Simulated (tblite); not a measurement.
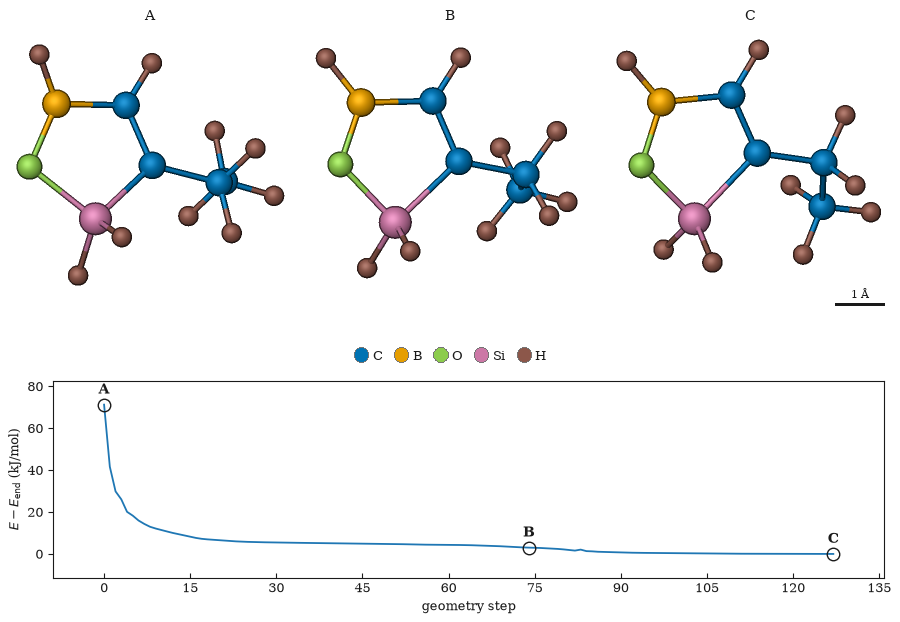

Frames of a relaxation of C4H9BOSi, marked on the history of the run. Style: ball-and-stick. Shown from a free direction.

Computed with GFN2-xTB geometry optimisation, gas phase in tblite 0.8.0. 

Describe the path.

The energy falls by 71.3 kJ/mol in 127 geometry steps. An H atom moves most after the best rigid fit: 1.23 Å. By element the largest moves are H 1.23 Å, C 0.54 Å, Si 0.47 Å, B 0.39 Å, O 0.25 Å. Among the contacts that change: B–O 1.473 → 1.355 Å, C–Si 1.817 → 1.898 Å, O–Si 1.727 → 1.650 Å, C–H 1.116 → 1.087 Å. Among the angles between lasting bonds that change: B–O–Si 102.2° → 115.2°, C–B–H 117.9° → 128.5°, C–Si–O 100.4° → 92.9°. Groups turn about C–C by about 65°, B–O by about 20°. Cost: 0.66 s on 1 thread of Arm Neoverse V2, on a shared host. From step 0 to 74: an H atom moves most (0.53 Å), energy −68.2 kJ/mol. From step 74 to 127: H atoms move most (0.78 Å), energy −3.03 kJ/mol.
